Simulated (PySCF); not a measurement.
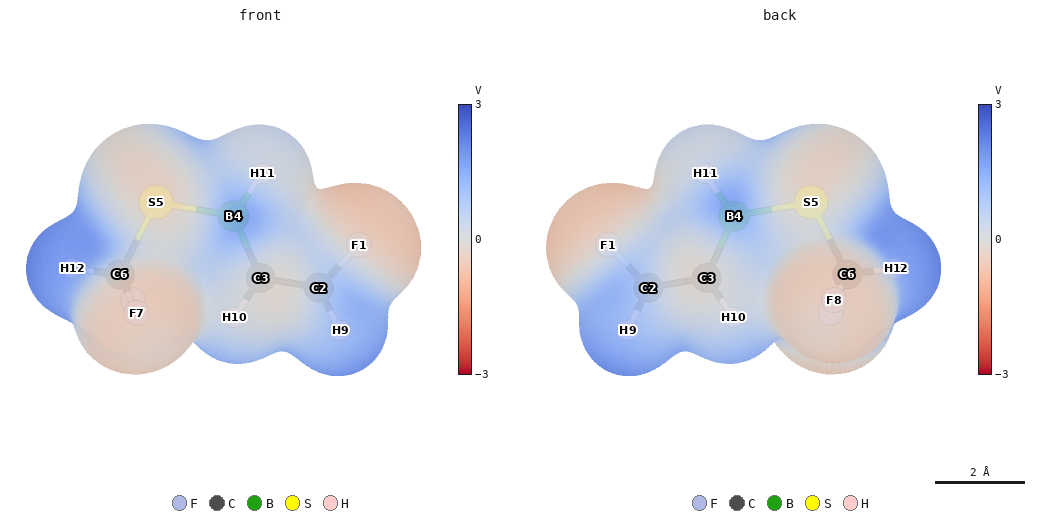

Figure. C3H4BF3S (SMILES F/C=C\BSC(F)F). The molecular electrostatic potential painted on the density surface at 0.004 e/bohr³, seen from the front and from behind; the colour scale runs from red (negative) to blue (positive).

Geometry: GFN2-xTB.

The calculation used CAM-B3LYP/def2-SVPD, SCF density, gas phase (PySCF).

Input file:

```
{"job": {"kind": "uv", "xc": "CAM-B3LYP", "basis": "def2-SVPD", "nstates": 8, "ntriplets": 3}, "charge": 0, "multiplicity": 1}
F     -3.076533     0.387029     0.811537
C     -2.150574     0.837669    -0.037003
C     -0.900109     0.379258    -0.057992
B     -0.380403    -0.717598     0.889261
S      1.285017    -1.330963     0.886414
C      2.163232    -0.395626    -0.427240
F      2.150930     0.929416    -0.191309
F      1.597660    -0.576226    -1.634904
H     -2.556607     1.605397    -0.683752
H     -0.273500     0.848488    -0.802776
H     -1.062848    -1.226681     1.687112
H      3.204934    -0.740848    -0.465375
```

Command:

```sh
OMP_NUM_THREADS=1 python probes_run.py task.json out
```

Question: Describe the electrostatic potential map.

Answer: The most negative region (about −0.7 V) lies over F1, the most positive (about +2.0 V) over H12.

Question: How polar is the molecule by this calculation?

Answer: Its dipole moment is 1.24 D.
